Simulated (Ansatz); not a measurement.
# Abstraction of H: CH6GeO2 + CH4BO2 → CH5GeO2 + CH5BO2

Species: CH6GeO2 `C[O][GeH2][OH]`, singlet; CH4BO2 `CO[B]O`, doublet; CH5GeO2 `C[O][GeH][OH]`, doublet; CH5BO2 `COBO`, singlet. A radical takes H: the energy is the difference in strength between the Ge–H bond broken and the B–H bond made.

Shapes, held fixed at every level: PBE0-D4/def2-TZVP. Flexible molecules stand in one conformer, not always the lowest. Programs: Ansatz 0.2.0. Electronic energies: no zero-point or thermal term.

| level | kind | ΔE (kJ/mol) | less CCSD(T)/def2-TZVPP | CPU time (sum over the molecules) |
| --- | --- | --- | --- | --- |
| r2SCAN-D4/def2-TZVPP | meta-GGA | -103.3 | -3.3 | 43 s |
| B3LYP-D4/def2-TZVPP | global hybrid | -114.2 | -14.2 | 40 s |
| PBE0-D4/def2-TZVPP | global hybrid | -104.7 | -4.7 | 30 s |
| wB97M-V/def2-TZVPP | range-separated hybrid | -117.7 | -17.7 | 95 s |
| wB97X-V/def2-TZVPP | range-separated hybrid | -107.6 | -7.6 | 71 s |
| CCSD/def2-TZVPP | coupled cluster or CI | -97.6 | +2.4 | – |
| CCSD(T)/def2-TZVPP | coupled cluster or CI | -100.0 | 0.0 | 22 min |

The highest level, CCSD(T)/def2-TZVPP, gives ΔE = -100.0 kJ/mol; the levels span -117.7 to -97.6. The column of differences is taken from that level and isn't an error. No measured value is set beside it here. Open shells run unrestricted unless RO is named. Relativity is left out for Ge unless named. Correlated rows may include outer-core shells of Ge, which these sets cover unevenly. Times are processor times on shared x86 and Arm servers, and rough.

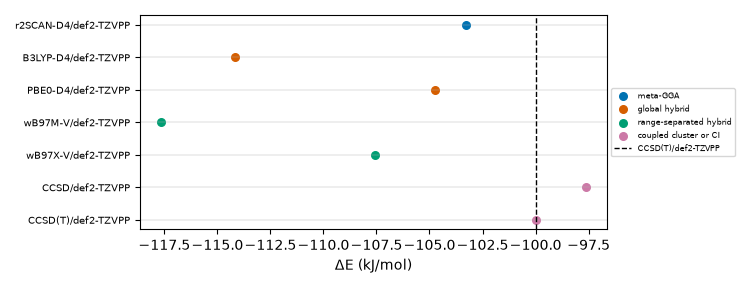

The values of the table, level by level.
